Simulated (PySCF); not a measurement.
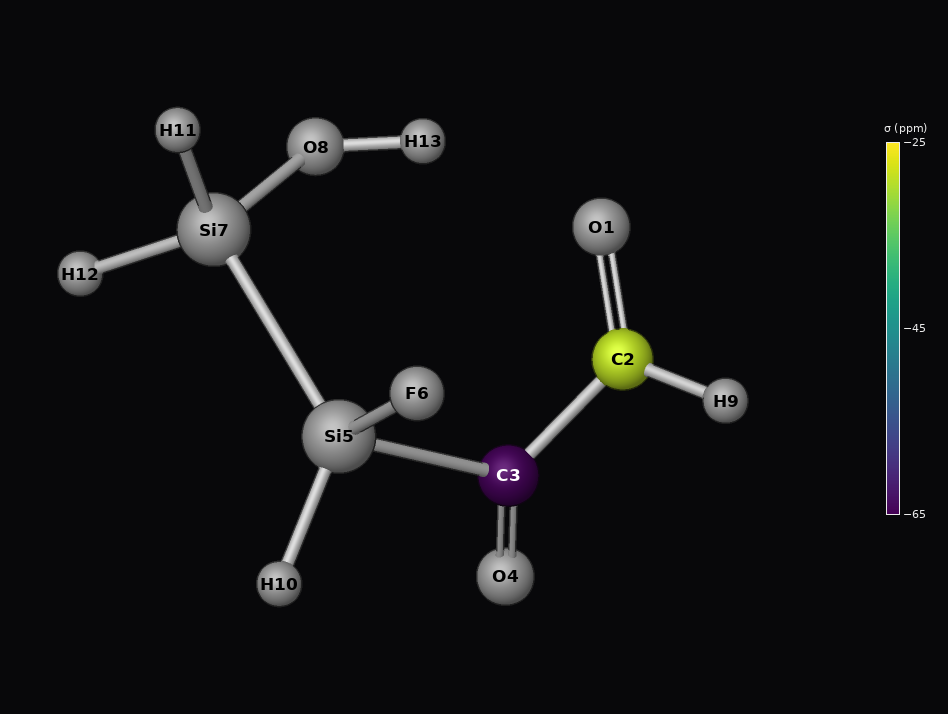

Atoms are coloured by their isotropic NMR shieldings (C only, the others grey). Computed geometry: GFN2-xTB optimisation. No frequency run is at hand to confirm it as a minimum. Method: GIAO PBE0/pcSseg-1 NMR shielding, non-relativistic, gas phase (PySCF 2.14.0).

Give the isotropic NMR shieldings of the C atoms atom by atom.

| atom | σ (ppm) |
| --- | --- |
| C2 | −28.9 |
| C3 | −64.5 |

The geometry is semi-empirical. Around Si such bond lengths and angles can be off by a tenth of an ångström or more and by several degrees, and values that hang on the shape move with them.
